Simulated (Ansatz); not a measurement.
# AlSiNH6O (SMILES O[SiH2][NH][AlH2]) at 6 levels

We compute a comparison of 6 runs (BLYP/6-31G*, PBE-QIDH/6-31G*, r2SCAN/6-31G*, wB97M-V/6-31G*, MP2/6-31G*, BCCD(T)/6-31G*) of AlSiNH6O. 

The results are computed with Ansatz 0.2.0.

130 further runs of the same task are left out: 130 set aside as unsound or not needed. Runs told in other sessions of the task aren't counted.

## (1) The molecule

The species is AlSiNH6O (10 atoms), meant as a singlet with charge 0. SMILES: `O[SiH2][NH][AlH2]`. The N3–H8 distance was set to 1.317 Å, away from the relaxed value.

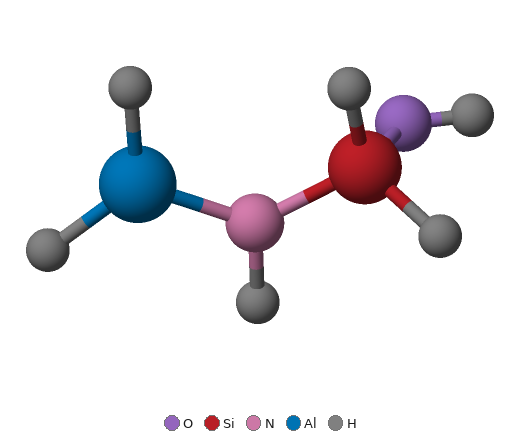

The structure, seen from a chosen angle (oxygen purple, silicon red, nitrogen pink, aluminium blue, hydrogen grey).

## (2) A single-point energy at BLYP/6-31G(d) (spherical functions) (run 1)

Contents of job.yaml:

```yaml
basis:
  gaussian:
    orbitals: 6-31G_st_-spherical.json
crystal:
  periodic: [false, false, false]
  atoms:
    - {symbol: O, position_ang: [-1.957252, -0.470114, -0.905696]}
    - {symbol: Si, position_ang: [-0.716452, 0.597586, -0.700796]}
    - {symbol: N, position_ang: [0.553448, -0.158614, 0.160404]}
    - {symbol: Al, position_ang: [1.093448, 0.128886, 1.837104]}
    - {symbol: H, position_ang: [-2.539652, -0.324214, -1.652296]}
    - {symbol: H, position_ang: [-1.140052, 1.767486, 0.111304]}
    - {symbol: H, position_ang: [-0.282652, 1.054986, -2.052396]}
    - {symbol: H, position_ang: [1.159400, -1.127800, -0.493000]}
    - {symbol: H, position_ang: [0.368548, 1.254286, 2.676004]}
    - {symbol: H, position_ang: [2.285548, -0.760514, 2.379504]}
accuracy: high
hamiltonian:
  xc: {name: BLYP}
output:
  orbitals: {seedname: orbitals}
```

The basis set 6-31G* is read from a file made from the Basis Set Exchange's data (not shown).

Started as:

```bash
$ ansatz run job.yaml --threads 1 --pin off --max-ram 3480MiB --events-out events.jsonl --progress --plain --runs-dir runs
```

Output:

```text
Warning: RAYON_NUM_THREADS=1 ignored (pool sized by the plan → 1); use --threads N
Functional definition: BLYP
  name "BLYP"
  parameter beta = 0.0042
  parameter a = 0.04918
  parameter b = 0.132
  parameter c = 0.2533
  parameter d = 0.349
  exchange = b88_x(beta = beta)
  correlation = lyp_c(a = a, b = b, c = c, d = d)
1753 factors; integrals over basis functions are off by at most 5.2e-9 eV
mean field evaluation 1: about -18092.1761 eV, gradient 8.8e1 eV
mean field evaluation 2: about -18006.2953 eV, gradient 1.8e2 eV
mean field evaluation 4: about -18107.5296 eV, gradient 1.3e1 eV
mean field evaluation 8: about -18107.9631 eV, gradient 9.3e-1 eV
mean field evaluation 16: about -18107.9658 eV, gradient 1.2e-4 eV
mean field -18107.96581503 eV, -665.4554696824 hartree, gradient 2.6e-8 eV, S^2 0.000000; 0 other end points of the search recorded, 0 dependent functions left out
reference -18107.96587807 eV, -665.4554719991 hartree; 24, 24 occupied and 52, 52 virtual orbitals, 1753 factors
Total energy: -18107.96587807 eV, -665.4554719991 hartree
```

It took 5.7 s on 1 thread of Arm Neoverse V2, shared host; peak memory 0.2 GiB.

## (3) The energy at PBE-QIDH/6-31G(d) (spherical functions) (run 2)

Contents of in.yaml:

```yaml
crystal:
  periodic: [false, false, false]
  atoms:
    - {symbol: O, position_ang: [-1.957252, -0.470114, -0.905696]}
    - {symbol: Si, position_ang: [-0.716452, 0.597586, -0.700796]}
    - {symbol: "N", position_ang: [0.553448, -0.158614, 0.160404]}
    - {symbol: Al, position_ang: [1.093448, 0.128886, 1.837104]}
    - {symbol: H, position_ang: [-2.539652, -0.324214, -1.652296]}
    - {symbol: H, position_ang: [-1.140052, 1.767486, 0.111304]}
    - {symbol: H, position_ang: [-0.282652, 1.054986, -2.052396]}
    - {symbol: H, position_ang: [1.159400, -1.127800, -0.493000]}
    - {symbol: H, position_ang: [0.368548, 1.254286, 2.676004]}
    - {symbol: H, position_ang: [2.285548, -0.760514, 2.379504]}
basis:
  gaussian: {orbitals: 6-31G_st_-spherical.json}
hamiltonian: {xc: {name: PBE-QIDH}}
correlation: {frozen_orbitals: {Al: 5, H: 0, "N": 1, O: 1, Si: 5}}
accuracy: high
output: {orbitals: {seedname: orbitals}}
```

The basis set 6-31G* is read from a file made from the Basis Set Exchange's data (not shown).

Started as:

```bash
$ ansatz run in.yaml --threads 1 --pin off --max-ram 3480MiB --events-out events.jsonl --progress --plain --runs-dir runs
```

Output, cut to the lines that bear on the results:

```text
Warning: RAYON_NUM_THREADS=1 ignored (pool sized by the plan → 1); use --threads N
Functional definition: PBE-QIDH
  name "PBE-QIDH"
[...]
1753 factors; integrals over basis functions are off by at most 5.2e-9 eV
[...]
mean field -18086.89694000 eV, -664.6812028061 hartree, gradient 5.8e-8 eV, S^2 0.000000; 0 other end points of the search recorded, 0 dependent functions left out
12 core orbitals not correlated: weight in the atoms' cores, before any rotation towards them, 1.000 or more for the frozen orbitals, at most 0.000 for the correlated occupied ones
reference -18086.89694145 eV, -664.6812028591 hartree; 12, 12 occupied and 52, 52 virtual orbitals, 1753 factors
second order -14.88827125 eV of doubles, -0.00000000 eV of singles
Total energy: -18091.85969853 eV, -664.8635808181 hartree
```

Run time: 9.9 s. Hardware: 1 thread of Arm Neoverse V2, shared host; peak memory 0.25 GiB.

## (4) The energy at r2SCAN/6-31G(d) (spherical functions) (run 3)

Contents of run.yaml:

```yaml
crystal:
  periodic: [false, false, false]
  atoms:
    - symbol: O
      position_ang: [-1.957252, -0.470114, -0.905696]
    - symbol: Si
      position_ang: [-0.716452, 0.597586, -0.700796]
    - symbol: "N"
      position_ang: [0.553448, -0.158614, 0.160404]
    - symbol: Al
      position_ang: [1.093448, 0.128886, 1.837104]
    - symbol: H
      position_ang: [-2.539652, -0.324214, -1.652296]
    - symbol: H
      position_ang: [-1.140052, 1.767486, 0.111304]
    - symbol: H
      position_ang: [-0.282652, 1.054986, -2.052396]
    - symbol: H
      position_ang: [1.159400, -1.127800, -0.493000]
    - symbol: H
      position_ang: [0.368548, 1.254286, 2.676004]
    - symbol: H
      position_ang: [2.285548, -0.760514, 2.379504]
basis:
  gaussian:
    orbitals: 6-31G_st_-spherical.json
hamiltonian:
  xc: {name: r2SCAN}
accuracy: high
output: {orbitals: {seedname: orbitals}}
```

The basis set 6-31G* is read from a file made from the Basis Set Exchange's data (not shown).

Started as:

```bash
$ ansatz run run.yaml --threads 1 --pin off --max-ram 3480MiB --events-out events.jsonl --progress --plain --runs-dir runs
```

Output:

```text
Warning: RAYON_NUM_THREADS=1 ignored (pool sized by the plan → 1); use --threads N
Functional definition: r2SCAN
  name "r2SCAN"
  parameter k0 = 0.174
  parameter k1 = 0.065
  parameter a1 = 4.9479
  exchange = r2scan_x(k0 = k0, k1 = k1, a1 = a1)
  correlation = r2scan_c
1753 factors; integrals over basis functions are off by at most 5.2e-9 eV
mean field evaluation 1: about -18094.2622 eV, gradient 7.6e1 eV
mean field evaluation 2: about -18044.9714 eV, gradient 1.5e2 eV
mean field evaluation 4: about -18105.4428 eV, gradient 1.5e1 eV
mean field evaluation 8: about -18105.8591 eV, gradient 4.9e-1 eV
mean field evaluation 16: about -18105.8598 eV, gradient 3.0e-5 eV
mean field -18105.85982187 eV, -665.3780758611 hartree, gradient 1.8e-8 eV, S^2 0.000000; 0 other end points of the search recorded, 0 dependent functions left out
reference -18105.85982303 eV, -665.3780759038 hartree; 24, 24 occupied and 52, 52 virtual orbitals, 1753 factors
Total energy: -18105.85982303 eV, -665.3780759038 hartree
```

Run time: 11 s. Hardware: 1 thread of Arm Neoverse V2, shared host; peak memory 0.27 GiB.

Runs 4 to 5 aren't shown in full; the table further down has their settings and results.

## (5) The energy at BCCD(T)/6-31G(d) (spherical functions) (run 6)

in.yaml: that of step 3 with these lines changed.

```diff
@@ -5,3 +5,3 @@
     - {symbol: Si, position_ang: [-0.716452, 0.597586, -0.700796]}
-    - {symbol: "N", position_ang: [0.553448, -0.158614, 0.160404]}
+    - {symbol: N, position_ang: [0.553448, -0.158614, 0.160404]}
     - {symbol: Al, position_ang: [1.093448, 0.128886, 1.837104]}
@@ -14,6 +14,9 @@
 basis:
-  gaussian: {orbitals: 6-31G_st_-spherical.json}
-hamiltonian: {xc: {name: PBE-QIDH}}
-correlation: {frozen_orbitals: {Al: 5, H: 0, "N": 1, O: 1, Si: 5}}
+  gaussian:
+    orbitals: 6-31G_st_-spherical.json
+correlation:
+  method: bccd_t
+  frozen_orbitals: {Al: 5, H: 0, "N": 1, O: 1, Si: 5}
 accuracy: high
-output: {orbitals: {seedname: orbitals}}
+scf:
+  omitted_lower_state_checks: [cluster_reference, increment]
```

The basis set 6-31G* is read from a file made from the Basis Set Exchange's data (not shown).

Started as:

```bash
$ ansatz run in.yaml --threads 1 --pin off --max-ram 3480MiB --events-out events.jsonl --progress --plain --runs-dir runs
```

Output, cut to the lines that bear on the results:

```text
Warning: RAYON_NUM_THREADS=1 ignored (pool sized by the plan → 1); use --threads N
Functional definition: HF
  name "HF"
[...]
1753 factors; integrals over basis functions are off by at most 5.2e-9 eV
[...]
mean field -18059.14100538 eV, -663.6611910222 hartree, gradient 2.8e-8 eV, S^2 0.000000; 0 other end points of the search recorded, 0 dependent functions left out
12 core orbitals not correlated: weight in the atoms' cores, before any rotation towards them, 1.000 or more for the frozen orbitals, at most 0.000 for the correlated occupied ones
reference -18059.14100538 eV, -663.6611910222 hartree; 12, 12 occupied and 52, 52 virtual orbitals, 1753 factors
second order -13.04397851 eV of doubles, -0.00000000 eV of singles
cycle   1  -13.55583397 eV  change   -5.1e-1 eV  update   9.7e-2
[...]
cycle  22  -14.06339107 eV  change  -7.2e-10 eV  update   1.4e-9
perturbative correction -0.35528936 eV, -0.0130566431 hartree
Total energy: -18073.55968581 eV, -664.1910677546 hartree
Checks for a lower state left out: cluster_reference, increment
```

Wall time 12 s (1 thread of Arm Neoverse V2, shared host); peak memory 0.43 GiB.

## (6) The series

```
run                                  level  frozen core orbitals  energy (Eh)  HOMO energy (eV)  LUMO energy (eV)  HOMO–LUMO gap (eV)  wall time
  1      BLYP/6-31G* (spherical functions)                     –  -665.455472             -6.21             -1.37                4.85      5.7 s
  2  PBE-QIDH/6-31G* (spherical functions)                    12  -664.863581             -9.91              0.73               10.64      9.9 s
  3    r2SCAN/6-31G* (spherical functions)                     –  -665.378076             -6.68             -1.14                5.54       11 s
  4   wB97M-V/6-31G* (spherical functions)                     –  -665.415254            -10.01              0.85               10.87       83 s
  5       MP2/6-31G* (spherical functions)                    12  -664.140548                 –                 –                   –        2 s
  6   BCCD(T)/6-31G* (spherical functions)                    12  -664.191068                 –                 –                   –       12 s
```

## (7) What came out

| quantity | value |
| --- | --- |
| run 6: total energy | -664.19107 Eh |
| run 6: correlation energy (12 core orbitals frozen) | -529.9 mEh |
| run 6: (T) correction | -13.06 mEh |

Over runs 1, 2, 3, 4 the HOMO–LUMO gap runs from 4.85 eV (BLYP/6-31G*) to 10.87 eV (wB97M-V/6-31G*). Totals of different functionals can't be ranked against each other. All runs together took 2.1 min, the longest 83 s.
